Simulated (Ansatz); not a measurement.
A ladder of methods for SiH2O2F2 (SMILES O[Si](O)(F)F)

SiH2O2F2: 7 atoms, total charge 0, spin state singlet. As SMILES, `O[Si](O)(F)F`. The shape was relaxed beforehand at PBE0/def2-SVP. This is one conformer, not always the lowest.

Quantity: the adiabatic electron affinity (to the doublet anion, shapes relaxed at PBE0/def2-SVP, no zero-point term), in eV. The values are calculated.

The electron affinity is E(neutral) − E(anion): positive where the electron is bound.

| level | kind | program | value (eV) | less CCSD(T)/def2-SVP |
| --- | --- | --- | --- | --- |
| SVWN5/def2-SVP | LDA | Ansatz | -1.36 | +0.39 |
| PBE/def2-SVP | GGA | Ansatz | -1.26 | +0.49 |
| PBE0-D4/def2-SVP | global hybrid | Ansatz | -1.33 | +0.42 |
| wB97M-V/def2-SVP | range-separated hybrid | Ansatz | -1.61 | +0.14 |
| B2PLYP/def2-SVP | double hybrid | Ansatz | -1.59 | +0.16 |
| RPA@PBE/def2-SVP | RPA | Ansatz | -1.55 | +0.20 |
| MP2/def2-SVP | perturbation theory | Ansatz | -1.80 | -0.05 |
| CCSD(T)/def2-SVP | coupled cluster or CI | Ansatz | -1.75 | 0.00 |

CCSD(T)/def2-SVP is the highest level here, not the true value. The values span -1.80 to -1.26 eV. Negative values mean that the anion is unbound at that level; they are set by how diffuse the basis is and aren't properties of the molecule.

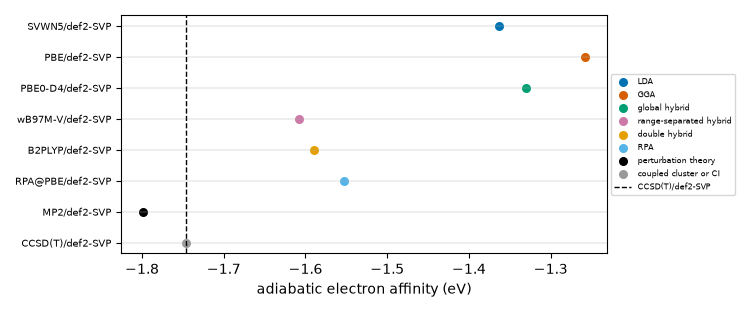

The values of the table, level by level.
